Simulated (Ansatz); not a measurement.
# AlGaH (quartet): one geometry, many settings

What do other methods and options give for AlGaH (quartet) at this geometry, and how long do they take?

Method: the settings change from run to run; program: Ansatz 0.2.0, Gaussian basis.

15 further runs of the same task are left out: 5 that didn't finish, 10 set aside as unsound or not needed.

## (1) What is computed

The geometry is a PBE0/def2-TZVP stationary point (not a proven minimum). No spin-orbit coupling is included. The filled d shell of Ga may be among the frozen orbitals whatever the setting's name suggests; the logs give the count.

3 atoms, charge 0, spin multiplicity 4.

Atoms are counted from 1 here; the program's logs count them from 0.

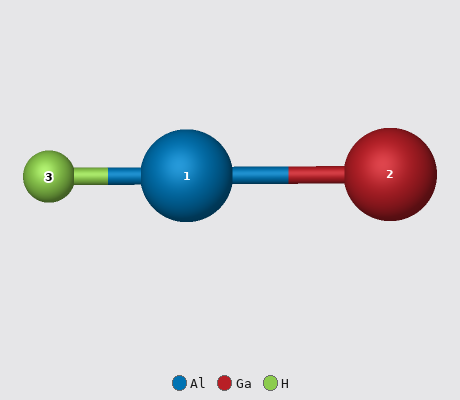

The structure; aluminium blue, gallium red, hydrogen green; atoms are numbered from 1 in the order of the file.

## (2) CCSD(T) on ROHF/def2-SVP

in.yaml

```yaml
crystal:
  periodic: [false, false, false]
  atoms:
    - {symbol: Al, position_ang: [0.000000, 0.000000, 0.253900]}
    - {symbol: Ga, position_ang: [0.000000, 0.000000, -2.089700]}
    - {symbol: H, position_ang: [0.000000, 0.000000, 1.835800]}
basis:
  gaussian: {orbitals: def2-SVP}
magnetization: {spin_polarized: false, initial_magnetization: 3}
correlation: {method: ccsd_t, electrons: outside_noble_gas}
scf: {lower_state_search: full}
```

The run is started by

```bash
ansatz run in.yaml --threads 1 --pin off --events-out ev --progress --plain --max-ram 2393MiB
```

What it wrote, cut to the lines that bear on the results:

```text
Functional definition: HF
  name "HF"
  cite "Fock, Z. Phys. 61, 126 (1930) doi:10.1007/BF01340294"
  parent pbe
[...]
530 factors; integrals over basis functions are off by at most 1.0e-3 eV
[...]
mean field -58922.18192854 eV, -2165.3502469845 hartree, gradient 1.5e-6 eV, S^2 3.750000; 11 other end points of the search recorded, 0 dependent functions left out
[...]
determinant -58922.18192854 eV, -2165.3502469845 hartree, with singles and doubles -58925.19267539 eV, -2165.4608898904 hartree
determinant -58920.02166725 eV, -2165.2708588462 hartree, with singles and doubles -58922.77105092 eV, -2165.3718968325 hartree
determinant -58919.13501028 eV, -2165.2382748038 hartree, with singles and doubles -58922.44033031 eV, -2165.3597430743 hartree
19 core orbitals not correlated: weight in the atoms' cores, before any rotation towards them, 0.999 or more for the frozen orbitals, at most 0.000 for the correlated occupied ones
reference -58922.18192854 eV, -2165.3502469845 hartree; 5, 2 occupied and 31, 34 virtual orbitals, 530 factors
second order -2.33754982 eV of doubles, -0.04432849 eV of singles
cycle   1  -3.01092950 eV  change   -1.8e-4 eV  update   7.0e-4
[...]
cycle   7  -3.01111818 eV  change   -3.9e-6 eV  update   3.0e-6
perturbative correction -0.12684517 eV, -0.0046614740 hartree
Total energy: -58925.31989189 eV, -2165.4655650105 hartree
```

Wall time 3.6 s (1 thread of Arm Neoverse V2, shared host).

From the report: correlation -3.1380 eV; T1 0.030; largest double amplitude 0.08.

## (3) MP2 on ROHF/6-31G

Changes to in.yaml since step 2:

```diff
@@ -7,5 +7,5 @@
 basis:
-  gaussian: {orbitals: def2-SVP}
+  gaussian: {orbitals: 6-31G}
 magnetization: {spin_polarized: false, initial_magnetization: 3}
-correlation: {method: ccsd_t, electrons: outside_noble_gas}
-scf: {lower_state_search: full}
+correlation: {method: mp2, electrons: valence}
+output: {forces: true}
```

The command is unchanged.

What it wrote, cut to the lines that bear on the results:

```text
Functional definition: HF
  name "HF"
  cite "Fock, Z. Phys. 61, 126 (1930) doi:10.1007/BF01340294"
  parent pbe
[...]
420 factors; integrals over basis functions are off by at most 1.4e-4 eV
[...]
mean field -58921.37325995 eV, -2165.3205289621 hartree, gradient 1.4e-6 eV, S^2 3.750000; 4 other end points of the search recorded, 0 dependent functions left out
[...]
14 core orbitals not correlated: weight in the atoms' cores, before any rotation towards them, 1.000 or more for the frozen orbitals, at most 0.000 for the correlated occupied ones
reference -58921.37325995 eV, -2165.3205289621 hartree; 10, 7 occupied and 20, 23 virtual orbitals, 420 factors
second order -5.96959043 eV of doubles, -0.04281318 eV of singles
[...]
Total energy: -58927.38566357 eV, -2165.5414807197 hartree
Atom 0 at     0.000000     0.000000     0.253900 Å, force    -0.000000     0.000000     0.165127 eV/Å
Atom 1 at     0.000000     0.000000    -2.089700 Å, force    -0.000000    -0.000000    -0.428915 eV/Å
Atom 2 at     0.000000     0.000000     1.835800 Å, force     0.000000     0.000000     0.263787 eV/Å
Dipole moment:     0.000000     0.000000    -0.141378 e Å
```

It took 1.5 s on 1 thread of Arm Neoverse V2, shared host.

## (4) MRCISD+Q(5,8)/6-31G

Changes to in.yaml since step 3:

```diff
@@ -9,3 +9,3 @@
 magnetization: {spin_polarized: false, initial_magnetization: 3}
-correlation: {method: mp2, electrons: valence}
-output: {forces: true}
+correlation: {method: fic_mrcisd_q, electrons: outside_noble_gas, active_space: {window: {electrons: 5, orbitals: 8}}}
+accuracy: high
```

Same command.

What it wrote, cut to the lines that bear on the results:

```text
Functional definition: HF
  name "HF"
  cite "Fock, Z. Phys. 61, 126 (1930) doi:10.1007/BF01340294"
  parent pbe
[...]
736 factors; integrals over basis functions are off by at most 1.2e-8 eV
[...]
mean field -58921.37343526 eV, -2165.3205354046 hartree, gradient 3.4e-8 eV, S^2 3.750000; 4 other end points of the search recorded, 0 dependent functions left out
reference -58921.37343526 eV, -2165.3205354046 hartree; 24, 21 occupied and 20, 23 virtual orbitals, 736 factors
state -58922.41449706 eV, -2165.3587937199 hartree
contracted CI cycle   1: correlation 0.00000000 eV, 0.0000000000 hartree, residual 5.93e0 eV
contracted CI cycle   2: correlation -0.90167371 eV, -0.0331358977 hartree, residual 1.42e0 eV
contracted CI cycle   3: correlation -0.96175451 eV, -0.0353438264 hartree, residual 4.66e-1 eV
contracted CI cycle   4: correlation -0.96776564 eV, -0.0355647313 hartree, residual 1.47e-1 eV
[...]
contracted CI cycle   8: correlation -0.97387578 eV, -0.0357892750 hartree, residual 4.36e-3 eV
contracted CI cycle   9: correlation -0.97387630 eV, -0.0357892939 hartree, residual 1.56e-3 eV
contracted CI cycle  10: correlation -0.97387636 eV, -0.0357892961 hartree, residual 5.19e-4 eV
contracted CI cycle  11: correlation -0.97387637 eV, -0.0357892964 hartree, residual 1.67e-4 eV
contracted CI cycle  12: correlation -0.97387637 eV, -0.0357892964 hartree, residual 5.97e-5 eV
contracted CI cycle  13: correlation -0.97387637 eV, -0.0357892964 hartree, residual 2.19e-5 eV
contracted CI cycle  14: correlation -0.97387637 eV, -0.0357892964 hartree, residual 7.33e-6 eV
state -58922.40976027 eV, -2165.3586196461 hartree; corrected -58923.42206187 eV, -2165.3958210439 hartree
state -58922.40976027 eV, -2165.3586196461 hartree; corrected -58923.42206187 eV, -2165.3958210439 hartree
WARN: the results are in doubt because another end's mean lies 0.005 eV lower, and its corrected mean 0.001 eV higher
Total energy: -58923.42206187 eV, -2165.3958210439 hartree
In doubt: another end's mean lies 0.005 eV lower, and its corrected mean 0.001 eV higher
```

Wall time 7 s (1 thread of Arm Neoverse V2, shared host).

From the report: 160 determinants; active occupations 1.95, 1.00, 0.98, 0.98, 0.03, 0.03, 0.02, 0.00. The program marks this result as in doubt; its last lines say why.

## (5) BCCD(T) on ROHF/6-31G*

in.yaml

```yaml
crystal:
  periodic: [false, false, false]
  atoms:
    - {symbol: Al, position_ang: [0.000000, 0.000000, 0.253900]}
    - {symbol: Ga, position_ang: [0.000000, 0.000000, -2.089700]}
    - {symbol: H, position_ang: [0.000000, 0.000000, 1.835800]}
basis:
  gaussian: {orbitals: "6-31G*"}
magnetization: {spin_polarized: false, initial_magnetization: 3}
correlation: {method: bccd_t, electrons: valence, diis_vectors: 4}
accuracy: high
output: {forces: true}
```

Same command.

What it wrote, cut to the lines that bear on the results:

```text
Functional definition: HF
  name "HF"
  cite "Fock, Z. Phys. 61, 126 (1930) doi:10.1007/BF01340294"
  parent pbe
[...]
916 factors; integrals over basis functions are off by at most 4.0e-9 eV
[...]
mean field -58923.08496062 eV, -2165.3834328015 hartree, gradient 2.8e-8 eV, S^2 3.750000; 5 other end points of the search recorded, 0 dependent functions left out
[...]
determinant -58923.08496062 eV, -2165.3834328015 hartree, with singles and doubles -58930.51860846 eV, -2165.6566143206 hartree
determinant -58920.96898561 eV, -2165.3056721539 hartree, with singles and doubles -58928.12377521 eV, -2165.5686058220 hartree
determinant -58920.08318750 eV, -2165.2731196737 hartree, with singles and doubles -58927.76271737 eV, -2165.5553371910 hartree
determinant -58919.87910252 eV, -2165.2656196893 hartree, with singles and doubles -58927.33274539 eV, -2165.5395360123 hartree
14 core orbitals not correlated: weight in the atoms' cores, before any rotation towards them, 1.000 or more for the frozen orbitals, at most 0.000 for the correlated occupied ones
reference -58923.08496062 eV, -2165.3834328015 hartree; 10, 7 occupied and 32, 35 virtual orbitals, 916 factors
second order -7.32252781 eV of doubles, -0.05808981 eV of singles
cycle   1  -7.41157947 eV  change    2.2e-2 eV  update   9.7e-3
[...]
cycle  25  -7.40678867 eV  change    1.2e-9 eV  update  8.9e-10
perturbative correction -0.26257986 eV, -0.0096496320 hartree
[...]
Total energy: -58930.75432915 eV, -2165.6652768965 hartree
Atom 0 at     0.000000     0.000000     0.253900 Å, force    -0.000000    -0.000000    -0.026372 eV/Å
Atom 1 at     0.000000     0.000000    -2.089700 Å, force     0.000000     0.000000    -0.173504 eV/Å
Atom 2 at     0.000000     0.000000     1.835800 Å, force     0.000000     0.000000     0.199876 eV/Å
Dipole moment:     0.000000     0.000000     0.042201 e Å
```

It took 26 s on 1 thread of Arm Neoverse V2, shared host; peak memory 0.38 GiB.

From the report: correlation -7.6694 eV; largest double amplitude 0.08.

## (6) BCCD(T)/STO-3G

Changes to in.yaml since step 5:

```diff
@@ -7,5 +7,6 @@
 basis:
-  gaussian: {orbitals: "6-31G*"}
+  gaussian: {orbitals: STO-3G}
 magnetization: {spin_polarized: false, initial_magnetization: 3}
-correlation: {method: bccd_t, electrons: valence, diis_vectors: 4}
+hamiltonian: {xc: {name: PBE}}
+correlation: {method: bccd_t, electrons: all}
 accuracy: high
```

Launched as before.

What it wrote, cut to the lines that bear on the results:

```text
Functional definition: PBE
  name "PBE"
  cite "Perdew, Burke & Ernzerhof, Phys. Rev. Lett. 77, 3865 (1996) doi:10.1103/PhysRevLett.77.3865"
  parent pbe
[...]
390 factors; integrals over basis functions are off by at most 1.2e-8 eV
[...]
mean field -58279.93151038 eV, -2141.7479794502 hartree, gradient 2.5e-8 eV, S^2 3.750000; 14 other end points of the search recorded, 0 dependent functions left out
[...]
reference -58245.17178753 eV, -2140.4705831962 hartree; 24, 21 occupied and 4, 7 virtual orbitals, 390 factors
second order -1.92923427 eV of doubles, -1.22981322 eV of singles
cycle   1  -3.70673424 eV  change   -5.3e-1 eV  update   1.4e-1
[...]
cycle  46  -4.00121316 eV  change    1.4e-9 eV  update   2.1e-9
perturbative correction -0.06731050 eV, -0.0024736153 hartree
[...]
Total energy: -58249.24031118 eV, -2140.6200986829 hartree
Atom 0 at     0.000000     0.000000     0.253900 Å, force     0.000000     0.000000     1.339053 eV/Å
Atom 1 at     0.000000     0.000000    -2.089700 Å, force     0.000000    -0.000000    -0.271843 eV/Å
Atom 2 at     0.000000     0.000000     1.835800 Å, force    -0.000000     0.000000    -1.067210 eV/Å
Dipole moment:     0.000000    -0.000000     1.237575 e Å
```

It took 43 s on 1 thread of Arm Neoverse V2, shared host.

From the report: correlation -4.0685 eV; largest double amplitude 0.09.

## (7) The runs in one table

Where basis and cores are those of an earlier FCI/6-31G run (-58923.4219 eV), and the state is the same kind, the miss against it is given. † marks a result that the program doubts.

```
                           level         correlated  functions  energy (eV)  from FCI (meV)   time
        CCSD(T) on ROHF/def2-SVP  outside noble gas         55  -58925.3199                  3.6 s
               MP2 on ROHF/6-31G            valence         44  -58927.3857                  1.5 s
           MRCISD+Q(5,8)/6-31G †  outside noble gas         44  -58923.4221            -0.1    7 s
          BCCD(T) on ROHF/6-31G*            valence         56  -58930.7543                   26 s
BCCD(T)/STO-3G (on PBE orbitals)                all         28  -58249.2403                   43 s
```

## (8) Results

| quantity | value |
| --- | --- |
| runs | 5 |
| quickest | MP2 on ROHF/6-31G, 1.5 s |
| slowest | BCCD(T)/STO-3G (on PBE orbitals), 43 s |

Total energies in different bases, with other cores or another treatment of relativity can't be set against each other. BCCD(T)/STO-3G (on PBE orbitals) took 29 times as long as MP2 on ROHF/6-31G; the jobs differ in more than the method.
